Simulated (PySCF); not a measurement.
**Geometry relaxation, with input and output: BNH6O2 (part 1 of 2)**

The run: geometry relaxation of BNH6O2. Method and program: RKS PBE0-D4/def2-TZVP, density fitting (PySCF 2.14.0).

The geometry is a transition state displaced along its imaginary mode. The reaction was set up to form B1–N6 and H2–H5 and to break B1–H2 and H5–N6 (atoms counted from 1 in the order of the input); sticks are drawn by distance alone.

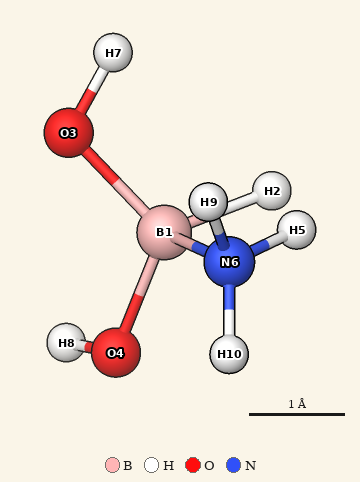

The input geometry (ball-and-stick view, seen at a tilt; atoms are numbered from 1 in the order of the input). Bond lengths as drawn: B–H 1.32 Å, B–N 1.67 Å, B–O 1.42 to 1.45 Å, H–N 1.01 to 1.03 Å and H–O 0.96 to 0.97 Å.

**Results in brief**

```json
{"quantity": "outcome", "value": "converged"}
{"quantity": "total energy", "value": "−6356.7227 eV"}
{"quantity": "largest force (length of the vector) at the end", "value": "0.007 eV/Å"}
{"quantity": "hardware", "value": "4 threads of Arm Neoverse V1, 23 GiB of memory available, shared host"}
{"quantity": "wall time", "value": "8.1 min (CPU time 30 min)"}
{"quantity": "peak memory", "value": "1.5 GiB"}
```

**Input file**
```python
import json, numpy as np
from pyscf import gto, scf, dft, mp, cc
EV, BOHR = 27.211386245988, 0.529177210903
mol = gto.M(atom="""
B 0.436805 0.151885 -0.024926
H 0.443739 0.942503 1.031536
O 0.406046 0.912322 -1.263974
O 1.303669 -0.973747 -0.060278
H -0.754658 0.159154 1.077769
N -1.053198 -0.509290 0.356651
H -0.039554 1.751377 -1.078494
H 2.166599 -0.705536 -0.393937
H -1.851276 -0.223379 -0.197475
H -1.058173 -1.505190 0.552929
""", basis="def2-tzvp", charge=0, spin=0, max_memory=8670, verbose=0)
def mean_field(mol, dm=None):
    mf = dft.RKS(mol, xc="pbe0").density_fit()
    mf.conv_tol = 1e-9; mf.grids.level = 4
    mf.kernel(dm0=dm)
    if not mf.converged: mf = mf.newton().run(mf.mo_coeff, mf.mo_occ)
    assert mf.converged
    return mf
def d4(mol):
    from pyscf.dispersion.dftd4 import DFTD4Dispersion
    real = gto.M(atom=[(mol.atom_pure_symbol(i), mol.atom_coord(i)) for i in range(10)], unit='B', charge=mol.charge, spin=None, basis='def2-svp', verbose=0)
    r = DFTD4Dispersion(real, xc="pbe0", atm=True).get_dispersion(grad=True); return r["energy"], r["gradient"]
def energy_and_gradient(mol, dm=None):
    mf = mean_field(mol, dm); e, g = d4(mol)
    return mf, (mf.e_tot + e) * EV, (mf.nuc_grad_method().kernel()[:10] + g) * EV / BOHR
out = {}
# rational-function steps on a BFGS-updated Hessian; the first Hessian (eV/A^2) comes from GFN2-xTB
H = np.load("h0.npy"); x = mol.atom_coords(unit="A").ravel(); dm = old = None; trust = 0.2; steps = []
for it in range(90):
    mol.set_geom_(x.reshape(-1, 3), unit="A"); mf, e, g = energy_and_gradient(mol, dm); g = g.ravel(); dm = mf.make_rdm1()
    print(f"relax step {it + 1}: E = {e:.6f} eV, largest force component {abs(g).max():.4f} eV/A", flush=True); steps.append([e, x.reshape(-1, 3).tolist(), (-g).reshape(-1, 3).tolist()])
    if abs(g).max() < 0.008: out['converged'] = True; break
    if old is not None:
        s, z = x - old[0], g - old[1]
        if s @ z > 1e-8: H = H + np.outer(z, z) / (s @ z) - np.outer(H @ s, H @ s) / (s @ H @ s)
        trust = max(0.03, trust / 2) if e > old[2] + 1e-4 else min(0.35, trust * 1.3)
    w, V = np.linalg.eigh(H); w = np.maximum(abs(w), 0.08); f = V.T @ g; M = np.diag(np.append(w, 0.0)); M[-1, :-1] = M[:-1, -1] = f
    dx = V @ (-f / (w - np.linalg.eigvalsh(M)[0])); big = np.linalg.norm(dx.reshape(-1, 3), axis=1).max(); dx *= min(1, trust / big)
    old = (x, g, e); x = x + dx
out.update(energy=e, forces=steps[-1][2], positions=steps[-1][1], steps=steps)
out['s2'] = mf.spin_square()[0]; out['nelec'] = mol.nelec
print(f"Total energy {out['energy']:.6f} eV, <S^2> {out['s2']:.4f}")
json.dump(out, open("out.json", "w"), default=float)
```

Command:
```bash
OMP_NUM_THREADS=4 python run.py
```

**What the program printed**
```
relax step 1: E = -6355.734359 eV, largest force component 1.4577 eV/A
relax step 2: E = -6356.169691 eV, largest force component 1.1817 eV/A
relax step 3: E = -6356.460716 eV, largest force component 1.6925 eV/A
relax step 4: E = -6356.549133 eV, largest force component 1.6732 eV/A
relax step 5: E = -6356.407479 eV, largest force component 3.6043 eV/A
relax step 6: E = -6356.576053 eV, largest force component 1.4032 eV/A
relax step 7: E = -6356.555158 eV, largest force component 2.3441 eV/A
relax step 8: E = -6356.628460 eV, largest force component 0.6258 eV/A
relax step 9: E = -6356.604880 eV, largest force component 1.0928 eV/A
relax step 10: E = -6356.655942 eV, largest force component 0.2229 eV/A
relax step 11: E = -6356.658069 eV, largest force component 0.2732 eV/A
relax step 12: E = -6356.662597 eV, largest force component 0.4811 eV/A
relax step 13: E = -6356.663965 eV, largest force component 0.3449 eV/A
relax step 14: E = -6356.667746 eV, largest force component 0.2322 eV/A
relax step 15: E = -6356.669466 eV, largest force component 0.4275 eV/A
relax step 16: E = -6356.671915 eV, largest force component 0.1641 eV/A
relax step 17: E = -6356.671853 eV, largest force component 0.3063 eV/A
relax step 18: E = -6356.672608 eV, largest force component 0.1761 eV/A
relax step 19: E = -6356.673721 eV, largest force component 0.1084 eV/A
relax step 20: E = -6356.674520 eV, largest force component 0.0968 eV/A
relax step 21: E = -6356.674835 eV, largest force component 0.0646 eV/A
relax step 22: E = -6356.675257 eV, largest force component 0.0643 eV/A
relax step 23: E = -6356.676423 eV, largest force component 0.0883 eV/A
relax step 24: E = -6356.677820 eV, largest force component 0.1227 eV/A
relax step 25: E = -6356.680900 eV, largest force component 0.2053 eV/A
relax step 26: E = -6356.684382 eV, largest force component 0.3207 eV/A
relax step 27: E = -6356.654295 eV, largest force component 0.9923 eV/A
relax step 28: E = -6356.691773 eV, largest force component 0.2731 eV/A
relax step 29: E = -6356.686413 eV, largest force component 0.3748 eV/A
relax step 30: E = -6356.697094 eV, largest force component 0.1517 eV/A
relax step 31: E = -6356.694790 eV, largest force component 0.3949 eV/A
relax step 32: E = -6356.701053 eV, largest force component 0.2158 eV/A
relax step 33: E = -6356.697491 eV, largest force component 0.6042 eV/A
relax step 34: E = -6356.706390 eV, largest force component 0.1039 eV/A
relax step 35: E = -6356.709099 eV, largest force component 0.1463 eV/A
relax step 36: E = -6356.711949 eV, largest force component 0.2228 eV/A
relax step 37: E = -6356.715462 eV, largest force component 0.2382 eV/A
relax step 38: E = -6356.712449 eV, largest force component 0.3243 eV/A
relax step 39: E = -6356.718223 eV, largest force component 0.1454 eV/A
relax step 40: E = -6356.718002 eV, largest force component 0.3213 eV/A
relax step 41: E = -6356.719742 eV, largest force component 0.1041 eV/A
relax step 42: E = -6356.720317 eV, largest force component 0.0684 eV/A
relax step 43: E = -6356.721195 eV, largest force component 0.0693 eV/A
relax step 44: E = -6356.721833 eV, largest force component 0.0469 eV/A
relax step 45: E = -6356.722109 eV, largest force component 0.0437 eV/A
relax step 46: E = -6356.722311 eV, largest force component 0.0267 eV/A
relax step 47: E = -6356.722429 eV, largest force component 0.0379 eV/A
relax step 48: E = -6356.722533 eV, largest force component 0.0199 eV/A
relax step 49: E = -6356.722577 eV, largest force component 0.0175 eV/A
relax step 50: E = -6356.722617 eV, largest force component 0.0140 eV/A
relax step 51: E = -6356.722642 eV, largest force component 0.0136 eV/A
relax step 52: E = -6356.722666 eV, largest force component 0.0164 eV/A
relax step 53: E = -6356.722696 eV, largest force component 0.0147 eV/A
relax step 54: E = -6356.722727 eV, largest force component 0.0106 eV/A
relax step 55: E = -6356.722740 eV, largest force component 0.0044 eV/A
```

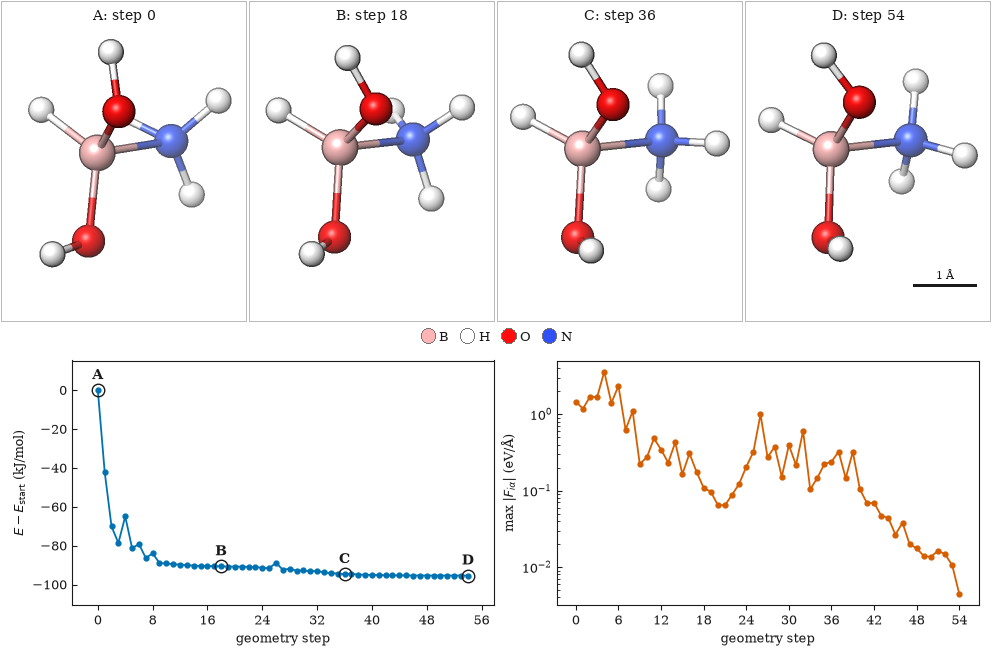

Frames of the relaxation (ball-and-stick view, seen at a tilt) above the curves, on which the letters mark them (the first geometry is step 0 here and step 1 in the log).

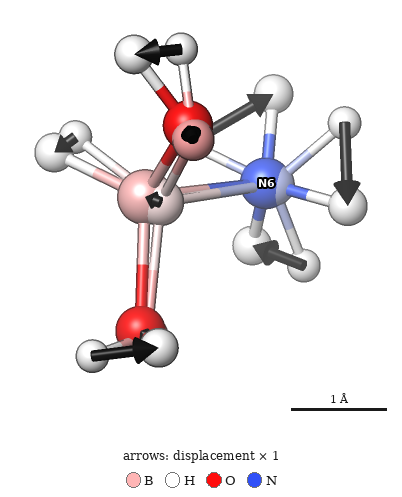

Start (faint) and end (solid) with the displacements as black arrows, at true length (ball-and-stick view, seen at a tilt). The two geometries are laid on each other by the best rigid fit. The energy falls by 95.4 kJ/mol in 54 geometry steps. The largest force component goes from 1.5 to 0.0044 eV/Å. The largest move after the best rigid fit is that of H5, 1.04 Å. By element the largest moves are H 1.04 Å, O 0.24 Å, B 0.18 Å, N 0.08 Å. Distances before and after: B1–H2 1.320 → 1.224 Å, B1–N6 1.674 → 1.707 Å, B1–O3 1.454 → 1.433 Å, H5–N6 1.028 → 1.014 Å. Among the angles that change: B1–N6–H5 69.2° → 112.5°, H5–N6–H10 120.3° → 109.5°, B1–N6–H9 117.7° → 107.5°. (Atoms are counted from 1 in the order of the input.)

```
Total energy -6356.722740 eV, <S^2> 0.0000
```

**Trajectory as extended XYZ (Å, eV, eV/Å), 21 of the 55 frames kept, from step=1 to step=55**
```
10
Properties=species:S:1:pos:R:3:forces:R:3 step=1 energy=-6355.73436
B     0.4368    0.1519   -0.0249    0.8978   0.5054  -1.3854
H     0.4437    0.9425    1.0315    0.6872  -0.2614  -0.7144
O     0.4060    0.9123   -1.2640   -0.4752  -0.0699   1.1868
O     1.3037   -0.9737   -0.0603    0.0041   0.5366   0.2073
H    -0.7547    0.1592    1.0778   -1.4577  -0.4753   1.2378
N    -1.0532   -0.5093    0.3567   -0.2049  -0.2861  -0.6158
H    -0.0396    1.7514   -1.0785    0.3904  -0.2330  -0.2825
H     2.1666   -0.7055   -0.3939   -0.2056  -0.1019   0.0744
H    -1.8513   -0.2234   -0.1975    0.1957   0.0810   0.0641
H    -1.0582   -1.5052    0.5529    0.1679   0.3051   0.2279
10
Properties=species:S:1:pos:R:3:forces:R:3 step=4 energy=-6356.54913
B     0.4987    0.2323   -0.0895   -0.1900  -0.5095  -0.7539
H     0.8189    1.0404    0.7552   -0.0359   0.2961   0.1359
O     0.2111    0.7782   -1.4015   -0.1934   0.7544   1.0682
O     1.2554   -0.9820   -0.1257    0.1825   0.1580  -0.1145
H    -1.1736    0.0628    1.4339   -0.3760   0.6572   1.4371
N    -1.0313   -0.4045    0.5845    0.6474  -0.4398  -1.6732
H     0.0552    1.7364   -1.2875    0.1909  -0.8742  -0.2902
H     2.1073   -0.8418   -0.5607   -0.4702  -0.0548   0.1751
H    -1.8048   -0.2156   -0.0513    0.2261  -0.1167   0.1111
H    -0.9364   -1.4045    0.7441    0.0191   0.1290  -0.0957
10
Properties=species:S:1:pos:R:3:forces:R:3 step=6 energy=-6356.57605
B     0.4822    0.2200   -0.0701    0.2768   0.5880   1.4032
H     0.7946    1.1000    0.8079   -0.1751  -0.6003  -0.4189
O     0.2658    0.7783   -1.3299   -0.3588   0.0812  -1.1282
O     1.2306   -0.9926   -0.0809    0.0750  -0.0414   0.0164
H    -1.2109    0.0278    1.4444    0.1375  -0.2969  -0.7192
N    -0.9931   -0.3925    0.5266    0.0692   0.5439   1.1471
H     0.0045    1.6977   -1.3341    0.1696   0.0238   0.1790
H     2.0757   -0.8520   -0.5061    0.0621  -0.0481  -0.0479
H    -1.7449   -0.1945   -0.1095   -0.3223   0.0305  -0.3311
H    -0.9020   -1.3905    0.6540    0.0658  -0.2811  -0.1003
10
Properties=species:S:1:pos:R:3:forces:R:3 step=9 energy=-6356.60488
B     0.4653    0.2315   -0.0458    0.6000   0.2229   0.9295
H     0.7819    1.1250    0.7785   -0.0702  -0.4368  -0.1132
O     0.2739    0.7568   -1.3326   -0.4510   0.3398  -0.8777
O     1.2140   -1.0012   -0.0438   -0.1459   0.1952   0.1575
H    -1.2760    0.0014    1.4745    0.2663  -0.3447  -1.0928
N    -1.0001   -0.3651    0.5400   -0.3219  -0.0031   0.8127
H     0.0991    1.7016   -1.3304    0.1570  -0.2206   0.0664
H     2.0511   -0.8878   -0.4926    0.0058   0.0084  -0.0452
H    -1.7253   -0.1847   -0.1476   -0.0614   0.1117   0.1101
H    -0.8768   -1.3763    0.6025    0.0210   0.1267   0.0530
10
Properties=species:S:1:pos:R:3:forces:R:3 step=12 energy=-6356.66260
B     0.4648    0.2652   -0.0385   -0.0610  -0.0330  -0.0437
H     0.7507    1.1419    0.7704   -0.0350   0.0439   0.0133
O     0.1508    0.7576   -1.3517   -0.0617   0.1597   0.1977
O     1.2821   -0.9101   -0.0337    0.4811   0.0661  -0.3401
H    -1.2469   -0.0594    1.4752   -0.0365  -0.0068   0.0184
N    -0.9699   -0.4286    0.5744    0.0893  -0.1478  -0.1422
H     0.0352    1.7119   -1.3312    0.0830  -0.2208  -0.0415
H     2.0639   -0.7773   -0.5878   -0.4244  -0.0856   0.2787
H    -1.6998   -0.2625   -0.1112   -0.0279   0.0011   0.0519
H    -0.8047   -1.4337    0.6465   -0.0063   0.2236   0.0073
```
